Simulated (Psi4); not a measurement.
# BLYP/6-31G(d) (spherical functions) run of C2HClF2 (SMILES FC(F)=CCl)

What is the energy change on altering one bond length of C2HClF2 at BLYP/6-31G* (spherical functions)? 

The calculation is run with Psi4 1.11.

### 1 The molecule

The species is C2HClF2 (6 atoms), meant as a singlet with charge 0. SMILES: `FC(F)=CCl`. The coordinates come from a PBE0-D4/def2-TZVP relaxation.

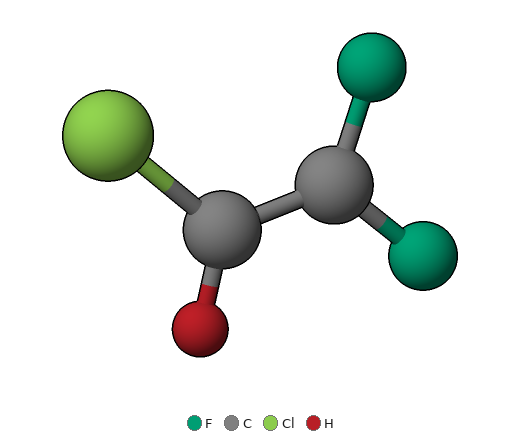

The structure, seen from a chosen angle (fluorine teal, carbon grey, chlorine green, hydrogen red).

### 2 A single-point energy at BLYP/6-31G(d) (spherical functions)

c2hclf2.xyz

```xyz
6
C2HClF2
F      0.901010    -0.810380     1.342040
C      0.267650    -0.562200     0.220370
F      0.192510    -1.632620    -0.522730
C     -0.218360     0.626770    -0.086550
Cl    -1.039010     0.926430    -1.552100
H     -0.103800     1.452000     0.598970
```

run.py

```python
import numpy as np
from ase.calculators.psi4 import Psi4
from ase.io import read

mol = read('c2hclf2.xyz')
calc = Psi4(atoms=mol, method='blyp', basis='6-31G*', memory='2200MB', num_threads=1, charge=0, multiplicity=1, label='c2hclf2')
calc.psi4.set_options({'puream': True, 'e_convergence': 1e-09, 'd_convergence': 1e-08, 'scf_type': 'pk', 'dft_radial_points': 99, 'dft_spherical_points': 590})
mol.calc = calc

print(f'energy: {mol.get_potential_energy():.6f} eV')
```

Run with:

```console
$ python run.py
```

c2hclf2.dat:

```text
[...]
  Running in c1 symmetry.
[...]
  Nuclear repulsion =  213.574873883427927
[...]
  Multiplicity = 1
[...]
  Nalpha       = 24
  Nbeta        = 24
[...]
    Number of basis functions: 76
[...]
   @RKS iter   1:  -736.38915107648859    1.34239e-01   8.04770e-03 DIIS/ADIIS
[...]
   @RKS iter  13:  -736.57445324955563   -3.41061e-13   2.44046e-09 DIIS
[...]
    Orbital Energies [Eh]
    ---------------------
    Doubly Occupied:
       1A   -100.741903     2A    -24.347802     3A    -24.346071
       4A    -10.092240     5A     -9.974656     6A     -9.186503
       7A     -7.020525     8A     -7.008636     9A     -7.008257
      10A     -1.188688    11A     -1.128897    12A     -0.805298
      13A     -0.682694    14A     -0.568902    15A     -0.521726
      16A     -0.474472    17A     -0.463653    18A     -0.406540
      19A     -0.380687    20A     -0.380566    21A     -0.357460
      22A     -0.317832    23A     -0.273709    24A     -0.206151
[...]
  @RKS Final Energy:  -736.57445324955563
   => Energetics <=
    Nuclear Repulsion Energy =            213.5748738834279266
    One-Electron Energy =               -1441.3551747051983511
    Two-Electron Energy =                 551.5924824648845970
    DFT Exchange-Correlation Energy =     -60.3866348926698393
    Empirical Dispersion Energy =           0.0000000000000000
    VV10 Nonlocal Energy =                  0.0000000000000000
    Total Energy =                       -736.5744532495556314
[...]
 Multipole Moments:
 ------------------------------------------------------------------------------------
     Multipole            Electronic (a.u.)      Nuclear  (a.u.)        Total (a.u.)
 ------------------------------------------------------------------------------------
 L = 1.  Multiply by 2.5417464519 to convert [e a0] to [Debye]
 Dipole X            :          0.6018351           -0.4645792            0.1372559
 Dipole Y            :         -2.4696838            2.5935583            0.1238744
 Dipole Z            :         -0.1731405            0.5147756            0.3416350
 Magnitude           :                                                    0.3884566
[...]
```

Standard output:

```text
energy: -20043.211783 eV
```

It took 18 s on 1 thread of Intel Xeon at 2.50GHz (Skylake/Cascade Lake), shared host; peak memory 0.9 GiB.

### 3 The distorted shape, same level

input.in

```
memory 2200 MB

molecule mol {
  0 1
  F      1.84041183    -1.86838545     2.62307781
  C      0.64353489    -1.39939322     0.50342871
  F      0.50154087    -3.42219386    -0.90082677
  C     -0.41264060     1.18442364    -0.16355580
  Cl    -1.96344434     1.75069897    -2.93304392
  H     -0.19615357     2.74388233     1.13188926
  units au
  symmetry c1
}

set basis 6-31G*
set puream true
set e_convergence 1e-09
set d_convergence 1e-08
set scf_type pk
set dft_radial_points 99
set dft_spherical_points 590

energy('blyp')
print_variables()
```

Run with:

```console
$ psi4 -n 1 input.in input.out
```

input.out:

```text
[...]
  Running in c1 symmetry.
[...]
  Nuclear repulsion =  206.006429634193523
[...]
  Multiplicity = 1
[...]
  Nalpha       = 24
  Nbeta        = 24
[...]
    Number of basis functions: 76
[...]
   @RKS iter   1:  -736.36410894668734   -3.38676e-02   7.93030e-03 DIIS/ADIIS
[...]
   @RKS iter  13:  -736.55225251679656   -2.61480e-12   5.15752e-09 DIIS
[...]
    Orbital Energies [Eh]
    ---------------------
    Doubly Occupied:
       1A   -100.743843     2A    -24.356892     3A    -24.354516
       4A    -10.110744     5A     -9.992205     6A     -9.188067
       7A     -7.021955     8A     -7.010344     9A     -7.009955
      10A     -1.193927    11A     -1.134630    12A     -0.796882
      13A     -0.648317    14A     -0.570949    15A     -0.521329
      16A     -0.473609    17A     -0.464095    18A     -0.405077
      19A     -0.386749    20A     -0.376778    21A     -0.365412
      22A     -0.314574    23A     -0.273509    24A     -0.186942
[...]
  @RKS Final Energy:  -736.55225251679656
   => Energetics <=
    Nuclear Repulsion Energy =            206.0064296341935233
    One-Electron Energy =               -1426.2171466360014165
    Two-Electron Energy =                 543.9297178389757619
    DFT Exchange-Correlation Energy =     -60.2712533539643260
    Empirical Dispersion Energy =           0.0000000000000000
    VV10 Nonlocal Energy =                  0.0000000000000000
    Total Energy =                       -736.5522525167965568
[...]
 Multipole Moments:
 ------------------------------------------------------------------------------------
     Multipole            Electronic (a.u.)      Nuclear  (a.u.)        Total (a.u.)
 ------------------------------------------------------------------------------------
 L = 1.  Multiply by 2.5417464519 to convert [e a0] to [Debye]
 Dipole X            :          0.6879993           -0.5327459            0.1552534
 Dipole Y            :         -2.7127667            2.7603205            0.0475538
 Dipole Z            :         -0.1366386            0.4717279            0.3350892
 Magnitude           :                                                    0.3723570
[...]
```

Wall time 20 s (1 thread of Intel Xeon at 2.50GHz (Skylake/Cascade Lake), shared host); peak memory 0.88 GiB.

### 4 Results

At BLYP/6-31G* (spherical functions):

| quantity | value |
| --- | --- |
| first shape: total energy | -736.57445 Eh |
| first shape: dipole moment | 0.99 D |
| first shape: HOMO energy | -5.61 eV |
| first shape: LUMO energy | -0.18 eV |
| first shape: HOMO–LUMO gap | 5.43 eV |
| distorted shape: total energy | -736.55225 Eh |
| distorted shape: dipole moment | 0.95 D |
| distorted shape: HOMO energy | -5.09 eV |
| distorted shape: LUMO energy | -1.15 eV |
| distorted shape: HOMO–LUMO gap | 3.93 eV |
| energy change with the C2–C4 bond stretched from 1.321 to 1.519 Å | 0.604 eV |

**Reading.** With the C2–C4 bond stretched from 1.321 to 1.519 Å the energy rises by 0.60 eV (13.9 kcal/mol). The first shape isn't relaxed at this level, so the change isn't measured from a minimum.
